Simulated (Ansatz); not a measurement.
# [AlH3]− (SMILES [AlH3-]): levels of theory compared

Aim: a comparison of 5 runs (UBHLYP/3-21G, UMP2/6-31G*, UCCSDT/3-21G, UCCSDT(Q)/6-31G*, UCCSD(T)/6-31G*) of [AlH3]−. 

The calculation is run with Ansatz 0.2.0.

## Step 1: The molecule

The species is [AlH3]− (4 atoms), meant as a doublet with charge -1. SMILES: `[AlH3-]`. The H2–Al1 distance was set to 4.210 Å, away from the relaxed value. At this shape a bond of the SMILES string is far longer than usual.

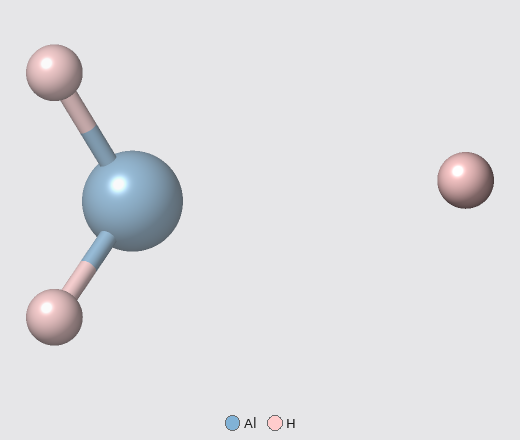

The structure, seen from a chosen angle (aluminium light blue, hydrogen pink).

## Step 2: The energy at UBHLYP/3-21G (run 1)

Input file job.yaml:

```yaml
crystal:
  periodic: [false, false, false]
  atoms:
    - symbol: Al
      position_ang: [-1.110527, 0.007272, -2.604802]
    - symbol: H
      position_ang: [0.471920, 0.754070, 1.224440]
    - symbol: H
      position_ang: [-2.299577, -1.131938, -2.247042]
    - symbol: H
      position_ang: [0.089783, -0.973638, -3.265232]
basis:
  gaussian: {orbitals: 3-21G.json}
total_charge: -1
magnetization: {spin_polarized: true, initial_magnetization: 1}
hamiltonian: {xc: {name: BHLYP}}
accuracy: high
```

The basis set 3-21G is read from a file made from the Basis Set Exchange's data (not shown).

Command:

```console
ansatz run job.yaml --threads 1 --pin off --max-ram 2610MiB --events-out events.jsonl --progress --plain --runs-dir runs
```

Standard output:

```text
Warning: RAYON_NUM_THREADS=1 ignored (pool sized by the plan → 1); use --threads N
Functional definition: BHLYP
  name "BHLYP"
  parameter a = 0.5
  exchange = (1 - a)*b88_x + a*exact_x
  correlation = lyp_c
358 factors; integrals over basis functions are off by at most 3.8e-9 eV
mean field evaluation 1: about -6602.2418 eV, gradient 9.4e0 eV
mean field evaluation 2: about -6590.4459 eV, gradient 1.5e1 eV
mean field evaluation 4: about -6604.1846 eV, gradient 2.2e0 eV
mean field evaluation 8: about -6604.2006 eV, gradient 2.3e0 eV
mean field evaluation 16: about -6605.0867 eV, gradient 2.3e-3 eV
mean field -6605.08670681 eV, -242.7324593866 hartree, gradient 1.6e-8 eV, S^2 0.913353; 2 other end points of the search recorded, 0 dependent functions left out
reference -6605.08673097 eV, -242.7324602744 hartree; 9, 8 occupied and 10, 11 virtual orbitals, 358 factors
Total energy: -6605.08673097 eV, -242.7324602744 hartree
```

It took 1.2 s on 1 thread of Arm Neoverse V2, shared host; peak memory 0.11 GiB.

## Step 3: A single-point energy at UMP2/6-31G(d) (spherical functions) (run 2)

Input file job.yaml:

```yaml
crystal:
  periodic: [false, false, false]
  atoms:
    - {symbol: Al, position_ang: [-1.110527, 0.007272, -2.604802]}
    - {symbol: H, position_ang: [0.471920, 0.754070, 1.224440]}
    - {symbol: H, position_ang: [-2.299577, -1.131938, -2.247042]}
    - {symbol: H, position_ang: [0.089783, -0.973638, -3.265232]}
basis:
  gaussian:
    orbitals: 6-31G_st_-spherical.json
total_charge: -1
magnetization:
  spin_polarized: true
  initial_magnetization: 1
correlation:
  method: mp2
  frozen_orbitals: {Al: 5, H: 0}
accuracy: high
```

The basis set 6-31G* is read from a file made from the Basis Set Exchange's data (not shown).

Command:

```console
ansatz run job.yaml --threads 1 --pin off --max-ram 2610MiB --events-out events.jsonl --progress --plain --runs-dir runs
```

Standard output:

```text
Warning: RAYON_NUM_THREADS=1 ignored (pool sized by the plan → 1); use --threads N
Functional definition: HF
  name "HF"
  exchange = exact_x
  correlation = 0
436 factors; integrals over basis functions are off by at most 5.9e-9 eV
mean field evaluation 1: about -6623.2811 eV, gradient 9.2e0 eV
mean field evaluation 2: about -6623.3006 eV, gradient 9.3e0 eV
mean field evaluation 4: about -6624.9724 eV, gradient 1.2e0 eV
mean field evaluation 8: about -6625.0358 eV, gradient 6.3e-1 eV
mean field evaluation 16: about -6626.1211 eV, gradient 4.4e-3 eV
mean field evaluation 32: about -6626.0486 eV, gradient 1.7e-1 eV
mean field evaluation 64: about -6625.9626 eV, gradient 6.0e-1 eV
mean field evaluation 96: about -6625.0130 eV, gradient 1.6e-4 eV
mean field -6626.12110335 eV, -243.5054592019 hartree, gradient 3.1e-8 eV, S^2 1.227991; 9 other end points of the search recorded, 0 dependent functions left out
5 core orbitals not correlated: weight in the atoms' cores, before any rotation towards them, 1.000 or more for the frozen orbitals, at most 0.000 for the correlated occupied ones
reference -6626.12110335 eV, -243.5054592019 hartree; 4, 3 occupied and 15, 16 virtual orbitals, 436 factors
second order -1.34507426 eV of doubles, -0.00000000 eV of singles
Total energy: -6627.46617761 eV, -243.5548897693 hartree
```

Wall time 0.32 s (1 thread of Arm Neoverse V2, shared host).

## Step 4: The energy at UCCSDT/3-21G (run 3)

Input file job.yaml:

```yaml
crystal:
  periodic: [false, false, false]
  atoms:
    - {symbol: Al, position_ang: [-1.110527, 0.007272, -2.604802]}
    - {symbol: H, position_ang: [0.471920, 0.754070, 1.224440]}
    - {symbol: H, position_ang: [-2.299577, -1.131938, -2.247042]}
    - {symbol: H, position_ang: [0.089783, -0.973638, -3.265232]}
basis:
  gaussian: {orbitals: 3-21G.json}
accuracy: high
magnetization: {spin_polarized: true, initial_magnetization: 1}
total_charge: -1
scf: {omitted_lower_state_checks: [cluster_reference, increment]}
correlation: {method: ccsdt, frozen_orbitals: {Al: 5, H: 0}}
```

The basis set 3-21G is read from a file made from the Basis Set Exchange's data (not shown).

Command:

```console
ansatz run job.yaml --threads 1 --pin off --max-ram 2610MiB --events-out events.jsonl --progress --plain --runs-dir runs
```

Standard output:

```text
Warning: RAYON_NUM_THREADS=1 ignored (pool sized by the plan → 1); use --threads N
[... 14 lines left out ...]
5 core orbitals not correlated: weight in the atoms' cores, before any rotation towards them, 1.000 or more for the frozen orbitals, at most 0.000 for the correlated occupied ones
[... 52 lines left out ...]
Total energy: -6591.55477374 eV, -242.2351700188 hartree
Checks for a lower state left out: cluster_reference, increment
```

Run time: 0.8 s. Hardware: 1 thread of Arm Neoverse V2, shared host.

Run 4 isn't shown in full; the table further down has it.

## Step 5: The energy at UCCSD(T)/6-31G(d) (spherical functions) (run 5)

Input file run.yaml:

```yaml
crystal:
  periodic: [false, false, false]
  atoms:
    - symbol: Al
      position_ang: [-1.110527, 0.007272, -2.604802]
    - symbol: H
      position_ang: [0.471920, 0.754070, 1.224440]
    - symbol: H
      position_ang: [-2.299577, -1.131938, -2.247042]
    - symbol: H
      position_ang: [0.089783, -0.973638, -3.265232]
basis:
  gaussian: {orbitals: 6-31G_st_-spherical.json}
scf: {omitted_lower_state_checks: [cluster_reference, increment]}
total_charge: -1
magnetization: {spin_polarized: true, initial_magnetization: 1}
accuracy: high
correlation: {method: ccsd_t, frozen_orbitals: {Al: 5, H: 0}}
```

The basis set 6-31G* is read from a file made from the Basis Set Exchange's data (not shown).

Command:

```console
ansatz run run.yaml --threads 1 --pin off --max-ram 2610MiB --events-out events.jsonl --progress --plain --runs-dir runs
```

Standard output:

```text
Warning: RAYON_NUM_THREADS=1 ignored (pool sized by the plan → 1); use --threads N
[... 15 lines left out ...]
5 core orbitals not correlated: weight in the atoms' cores, before any rotation towards them, 1.000 or more for the frozen orbitals, at most 0.000 for the correlated occupied ones
[... 48 lines left out ...]
Total energy: -6628.13643455 eV, -243.5795212573 hartree
Checks for a lower state left out: cluster_reference, increment
```

Wall time 0.56 s (1 thread of Arm Neoverse V2, shared host).

## Step 6: Overview of the runs

```tsv
run	level	frozen core orbitals	energy (Eh)	⟨S²⟩	wall time
1	UBHLYP/3-21G	–	-242.732460	0.913	1.2 s
2	UMP2/6-31G* (spherical functions)	5	-243.554890	1.228	0.32 s
3	UCCSDT/3-21G	5	-242.235170	1.188	0.8 s
4	UCCSDT(Q)/6-31G* (spherical functions)	5	-243.580375	1.228	2.4 s
5	UCCSD(T)/6-31G* (spherical functions)	5	-243.579521	1.228	0.56 s
```

## Step 7: Outcome

```
                                          quantity          value
                               run 5: total energy  -243.57952 Eh
run 5: correlation energy (5 core orbitals frozen)      -74.1 mEh
                             run 5: (T) correction      -1.54 mEh
          run 5: ⟨S²⟩ of the reference determinant          1.228
                              run 5: T1 diagnostic          0.089
```

What this shows: Spin contamination of the reference: run 2 ⟨S²⟩ = 1.23, run 4 ⟨S²⟩ = 1.23, run 5 ⟨S²⟩ = 1.23, run 3 ⟨S²⟩ = 1.19, run 1 ⟨S²⟩ = 0.91. All runs together took 5.3 s, the longest 2.4 s.
